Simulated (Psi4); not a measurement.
# BH3SO (SMILES OBS): BP86/cc-pVTZ (sweep point 6)

Aim: the vertical ionisation energy of BH3SO at BP86/cc-pVTZ (sweep point 6), from 2 runs. Input form: a Python script.

The calculation is run with Psi4 1.11.

## (1) The system as given

BH3SO: 6 atoms, total charge 0, spin state singlet. As SMILES, `OBS`. The coordinates come from a PBE0-D4/def2-TZVP relaxation. This is one conformer, not always the lowest.

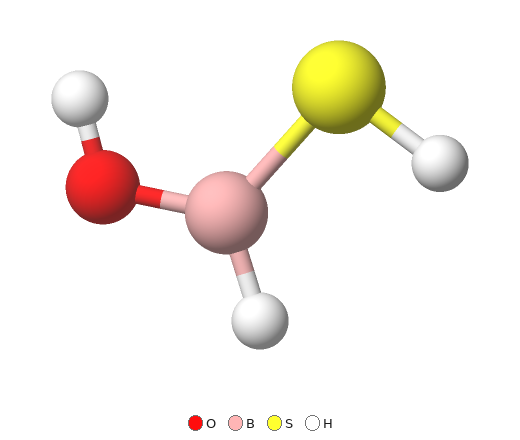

The structure, seen from a chosen angle (oxygen red, boron pink, sulfur yellow, hydrogen white).

## (2) A single-point energy at BP86/cc-pVTZ (sweep point 6)

File bh3os.py:

```python
import psi4

psi4.set_memory('1600 MB')
psi4.set_num_threads(1)
psi4.core.set_output_file('bh3os.out', False)

molecule = psi4.geometry("""
0 1
O     -2.08701353    -0.17083124    -1.89312763
B      0.10317905     0.32068652    -0.67671093
S      0.63664873    -0.74171750     2.53620143
H     -3.31287887    -1.10945821    -0.93617032
H      1.68998207     1.48078939    -1.77993304
H      2.97008255     0.22034207     2.74974048
units au
symmetry c1
""")

psi4.set_options({
    'basis': 'cc-pVTZ',
    'reference': 'rks',
    'puream': True,
    'scf_type': 'pk',
    'dft_radial_points': 99,
    'dft_spherical_points': 590,
})

energy_value, wavefunction = psi4.energy('bp86', molecule=molecule, return_wfn=True)
print('E =', round(energy_value, 9))
```

Command:

```console
$ python bh3os.py
```

bh3os.out:

```text
[...]
  Running in c1 symmetry.
[...]
  Nuclear repulsion =   88.768868558049263
[...]
  Multiplicity = 1
[...]
  Nalpha       = 16
  Nbeta        = 16
[...]
    Number of basis functions: 136
[...]
   @RKS iter   1:  -499.94046314024445   -1.13200e-01   6.24951e-03 DIIS/ADIIS
[...]
   @RKS iter   9:  -500.24014565309574   -3.66580e-07   6.07810e-07 DIIS
[...]
    Orbital Energies [Eh]
    ---------------------
    Doubly Occupied:
       1A    -88.138216     2A    -18.806296     3A     -7.692701
       4A     -6.559450     5A     -5.714936     6A     -5.710224
       7A     -5.707754     8A     -0.961802     9A     -0.682842
      10A     -0.530719    11A     -0.424739    12A     -0.379427
      13A     -0.342114    14A     -0.341001    15A     -0.279273
      16A     -0.248136
[...]
  @RKS Final Energy:  -500.24014565309574
   => Energetics <=
    Nuclear Repulsion Energy =             88.7688685580492631
    One-Electron Energy =                -864.8486715236808777
    Two-Electron Energy =                 315.3441684110226788
    DFT Exchange-Correlation Energy =     -39.5045110984868018
    Empirical Dispersion Energy =           0.0000000000000000
    VV10 Nonlocal Energy =                  0.0000000000000000
    Total Energy =                       -500.2401456530957375
[...]
 Multipole Moments:
 ------------------------------------------------------------------------------------
     Multipole            Electronic (a.u.)      Nuclear  (a.u.)        Total (a.u.)
 ------------------------------------------------------------------------------------
 L = 1.  Multiply by 2.5417464519 to convert [e a0] to [Debye]
 Dipole X            :         -0.8814284            0.7897433           -0.0916852
 Dipole Y            :         -0.6117308            0.4809352           -0.1307956
 Dipole Z            :          0.5323492           -0.3111451            0.2212041
 Magnitude           :                                                    0.2728460
[...]
```

Standard output:

```text
E = -500.240145653
```

Run time: 40 s. Hardware: 1 thread of AMD EPYC 7R43 (Zen 3), shared host; peak memory 1.2 GiB.

## (3) The doublet cation at the same level

File run.py:

```python
import psi4

psi4.set_memory('1600 MB')
psi4.set_num_threads(1)
psi4.core.set_output_file('bh3os.out', False)

geom = psi4.geometry("""
1 2
O     -2.08701353    -0.17083124    -1.89312763
B      0.10317905     0.32068652    -0.67671093
S      0.63664873    -0.74171750     2.53620143
H     -3.31287887    -1.10945821    -0.93617032
H      1.68998207     1.48078939    -1.77993304
H      2.97008255     0.22034207     2.74974048
units au
symmetry c1
""")

psi4.set_options({
    'basis': 'cc-pVTZ',
    'reference': 'uks',
    'puream': True,
    'scf_type': 'pk',
    'dft_radial_points': 99,
    'dft_spherical_points': 590,
    'maxiter': 150,
})

result, w = psi4.energy("bp86", return_wfn=True)
print(f'bp86 energy: {result:.10f} Eh')
for k, v in sorted(psi4.core.scalar_variables().items()):
    print(f'{k:45s} {v:18.10f}')
```

Command:

```console
$ python run.py
```

bh3os.out:

```text
[...]
  Running in c1 symmetry.
[...]
  Nuclear repulsion =   88.768868558049263
[...]
  Multiplicity = 2
[...]
  Nalpha       = 16
  Nbeta        = 15
[...]
    Number of basis functions: 136
[...]
   @UKS iter   1:  -499.60569776836780    2.21565e-01   5.73722e-03 ADIIS/DIIS
[...]
   @UKS iter  11:  -499.86047217781334   -1.68251e-08   4.60742e-07 DIIS
[...]
   @S^2 Observed:                7.549860822E-01
[...]
    Orbital Energies [Eh]
    ---------------------
    Alpha Occupied:
       1A    -88.476517     2A    -19.066750     3A     -8.026818
       4A     -6.808680     5A     -6.053435     6A     -6.045001
       7A     -6.040263     8A     -1.212068     9A     -0.996191
      10A     -0.769735    11A     -0.702105    12A     -0.638874
      13A     -0.605649    14A     -0.594112    15A     -0.562754
      16A     -0.529971
    Alpha Virtual:
      17A     -0.287849    18A     -0.273097    19A     -0.188047
      20A     -0.174065    21A     -0.119903    22A     -0.090790
      23A     -0.049008    24A     -0.047904    25A     -0.029672
[...]
  @UKS Final Energy:  -499.86047217781334
   => Energetics <=
    Nuclear Repulsion Energy =             88.7688685580492631
    One-Electron Energy =                -855.7631278396768266
    Two-Electron Energy =                 306.3286362994069805
    DFT Exchange-Correlation Energy =     -39.1948491955927238
    Empirical Dispersion Energy =           0.0000000000000000
    VV10 Nonlocal Energy =                  0.0000000000000000
    Total Energy =                       -499.8604721778133353
[...]
 Multipole Moments:
 ------------------------------------------------------------------------------------
     Multipole            Electronic (a.u.)      Nuclear  (a.u.)        Total (a.u.)
 ------------------------------------------------------------------------------------
 L = 1.  Multiply by 2.5417464519 to convert [e a0] to [Debye]
 Dipole X            :         -0.4458703            0.7897433            0.3438730
 Dipole Y            :         -0.6434935            0.4809352           -0.1625584
 Dipole Z            :          1.0939033           -0.3111451            0.7827582
 Magnitude           :                                                    0.8702783
[...]
```

Standard output:

```text
bp86 energy: -499.8604721778 Eh
CURRENT ENERGY                                   -499.8604721778
CURRENT REFERENCE ENERGY                         -499.8604721778
DD SOLVATION ENERGY                                 0.0000000000
DFT FUNCTIONAL TOTAL ENERGY                      -499.8604721778
DFT TOTAL ENERGY                                 -499.8604721778
DFT VV10 ENERGY                                     0.0000000000
DFT XC ENERGY                                     -39.1948491956
GRID ELECTRONS ALPHA                               16.0000001935
GRID ELECTRONS BETA                                15.0000001708
GRID ELECTRONS TOTAL                               31.0000003643
NUCLEAR REPULSION ENERGY                           88.7688685580
ONE-ELECTRON ENERGY                              -855.7631278397
PCM POLARIZATION ENERGY                             0.0000000000
PE ENERGY                                           0.0000000000
SCF ITERATION ENERGY                             -499.8604721778
SCF ITERATIONS                                     11.0000000000
SCF TOTAL ENERGY                                 -499.8604721778
TWO-ELECTRON ENERGY                               306.3286362994
XC GRID RADIAL POINTS                              99.0000000000
XC GRID SPHERICAL POINTS                          590.0000000000
XC GRID TOTAL POINTS                           334578.0000000000
```

Run time: 65 s. Hardware: 1 thread of AMD EPYC 7R43 (Zen 3), shared host; peak memory 1.2 GiB.

## (4) What came out

Level: BP86/cc-pVTZ (sweep point 6).

| quantity | value |
| --- | --- |
| singlet BH3SO: total energy | -500.24015 Eh |
| singlet BH3SO: dipole moment | 0.69 D |
| singlet BH3SO: HOMO energy | -6.75 eV |
| singlet BH3SO: LUMO energy | -1.04 eV |
| singlet BH3SO: HOMO–LUMO gap | 5.72 eV |
| doublet cation: total energy | -499.86047 Eh |
| doublet cation: HOMO energy (highest over α and β) | -14.31 eV |
| doublet cation: LUMO energy (lowest over α and β) | -13.86 eV |
| doublet cation: ⟨S²⟩ | 0.755 |
| vertical ionisation energy (to the doublet cation) | 10.331 eV |

In words: The vertical ionisation energy comes to 10.33 eV (238 kcal/mol). −ε(HOMO) before ionisation, 6.75 eV, is 3.58 eV below this ionisation energy.
